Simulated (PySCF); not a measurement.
**Si₂H₆O₃: excited-state calculation**

System: Si₂H₆O₃, SMILES O[Si](O)(O)[SiH3].
Method: TDDFT CAM-B3LYP/def2-SVPD, vertical, gas phase, core orbitals frozen in the response (PySCF 2.14.0).

The geometry comes from this level: PBE0-D3(BJ)/def2-SVP.

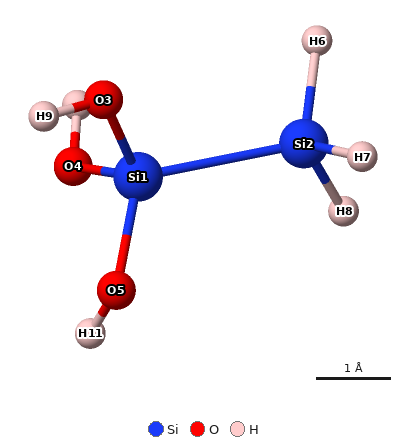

Fig. 1: The structure (ball-and-stick view, seen at a tilt; atoms are numbered from 1 in the order of the input).

### The input
```
{"job": {"kind": "uv", "xc": "CAM-B3LYP", "basis": "def2-SVPD", "nstates": 6, "ntriplets": 2, "ip": true}, "charge": 0, "multiplicity": 1}
Si    -0.305102    -0.111042    -0.512422
Si     0.567900     0.146389     1.635512
O     -1.784394     0.629587    -0.473596
O      0.720156     0.506840    -1.669916
O     -0.510662    -1.691737    -0.963840
H      0.756819     1.598022     1.950624
H     -0.333845    -0.455170     2.663754
H      1.906446    -0.517728     1.722011
H     -2.392518     0.387566    -1.181042
H      0.985637     1.426009    -1.573378
H      0.150140    -2.030170    -1.576104
```

The first line tells a small driver script what to run in PySCF; the rest is the geometry in Å.

Launched with:
```bash
OMP_NUM_THREADS=1 python <driver script> task.json out
```

### The program's output
```
coarse grid: 10232 points
cycle   1  E = -807.6727842452  dE =  3.912e-01  |g| = 1.068e+00  |ddm| = 3.803e+00
cycle   2  E = -807.5425715378  dE =  1.302e-01  |g| = 1.381e+00  |ddm| = 2.697e+00
cycle   3  E = -807.8902926308  dE = -3.477e-01  |g| = 4.501e-02  |ddm| = 1.425e+00
cycle   4  E = -807.8907571892  dE = -4.646e-04  |g| = 1.207e-02  |ddm| = 8.941e-02
cycle   5  E = -807.8907806029  dE = -2.341e-05  |g| = 9.031e-03  |ddm| = 2.830e-02
cycle   6  E = -807.8907956119  dE = -1.501e-05  |g| = 1.224e-03  |ddm| = 8.855e-03
cycle   7  E = -807.8907960562  dE = -4.442e-07  |g| = 2.837e-04  |ddm| = 2.823e-03
final grid: 89712 points
cycle   8  E = -808.0145297271  dE = -1.734e-05  |g| = 1.008e-03  |ddm| = 2.193e-02
cycle   9  E = -808.0145300000  dE = -2.729e-07  |g| = 6.376e-04  |ddm| = 2.926e-03
cycle  10  E = -808.0145300712  dE = -7.126e-08  |g| = 2.960e-04  |ddm| = 9.404e-04
cycle  11  E = -808.0145300878  dE = -1.652e-08  |g| = 8.033e-05  |ddm| = 3.234e-04
cycle  12  E = -808.0145300893  dE = -1.537e-09  |g| = 1.415e-05  |ddm| = 1.295e-04
cycle  13  E = -808.0145300893  dE = -4.047e-11  |g| = 1.107e-05  |ddm| = 2.825e-05
```

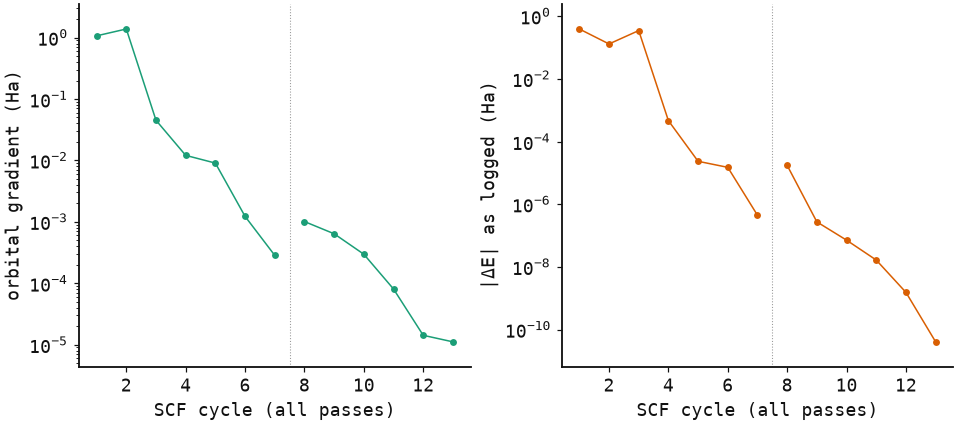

Fig. 2: Convergence of the self-consistent field: orbital gradient and size of the energy change against the SCF cycle. The dotted line marks the change from a coarse to the final integration grid. The first 7 cycles use a coarse grid, the final grid takes over at cycle 8, and the field converges after 13 cycles in all.

```
converged SCF energy = -808.0145300893

Static polarisability (au): isotropic 66.944, principal 62.471 62.887 75.474

Singlet excitations
state   eV       nm        f      main configurations
  1   7.1520    173.4   0.11009   H->L 0.76, H->L+1 0.17
  2   7.3681    168.3   0.07793   H->L+1 0.63, H->L 0.13, H->L+2 0.12
  3   7.5915    163.3   0.05409   H->L+2 0.68
  4   8.0572    153.9   0.02635   H-1->L 0.68
  5   8.3562    148.4   0.01234   H-2->L 0.18, H-4->L 0.15, H-1->L+2 0.14
  6   8.4842    146.1   0.02158   H->L+3 0.29, H-1->L+1 0.18, H->L+4 0.13

Triplet excitations (Tamm-Dancoff, eV): 6.3732 6.6722
Vertical ionisation energy (delta-SCF) = 10.3668 eV
```

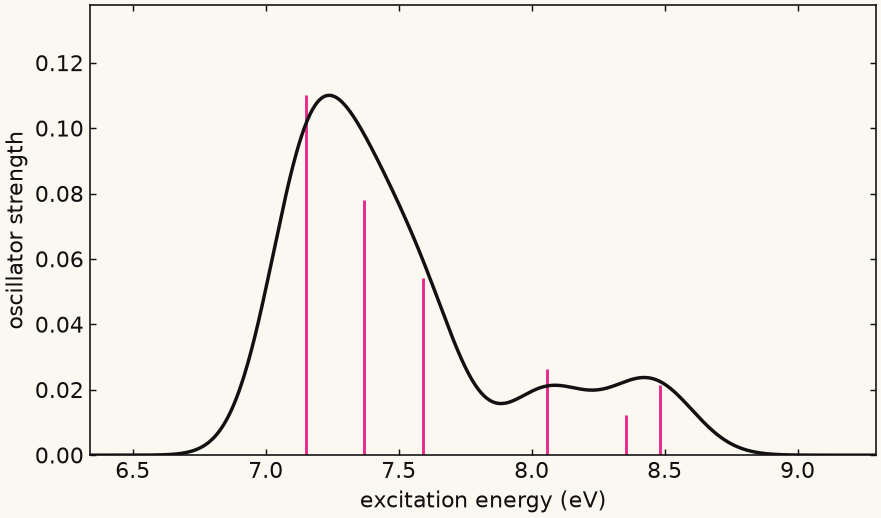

Fig. 3: Computed excitations as sticks (degenerate states added up, dark ones marked on the axis), with a Gaussian envelope of 0.35 eV full width at half maximum, scaled to the tallest. Of the 6 states the lowest lies at 7.15 eV (f = 0.110); the strongest line is at 7.15 eV, or 173 nm (f = 0.110).

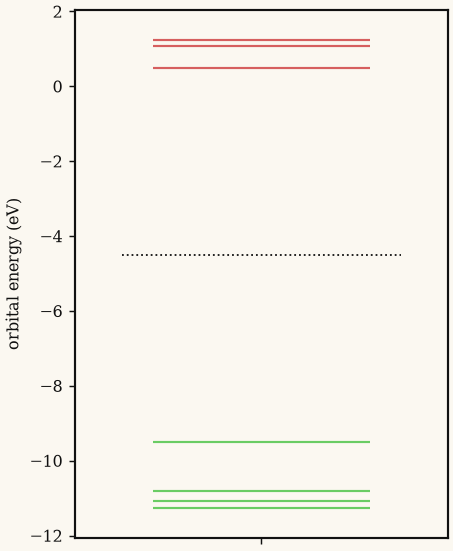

Fig. 4: Orbital energies near the frontier; the dotted line parts filled from empty levels, and levels within 0.02 eV of each other stand side by side. Highest filled −9.51 eV, lowest empty 0.48 eV, 9.99 eV apart.

### Summary

| quantity | value |
| --- | --- |
| outcome | converged |
| total energy | −808.014530 hartree |
| HOMO | −9.51 eV |
| LUMO | 0.48 eV |
| dipole moment | 1.48 D |
| mean polarisability | 66.94 a.u. |
| vertical ionisation energy | 10.37 eV |
| lowest singlet excitation | 7.15 eV |
| hardware | 1 CPU thread, shared host |
| wall time | 43 s |
| peak memory | 0.85 GiB |
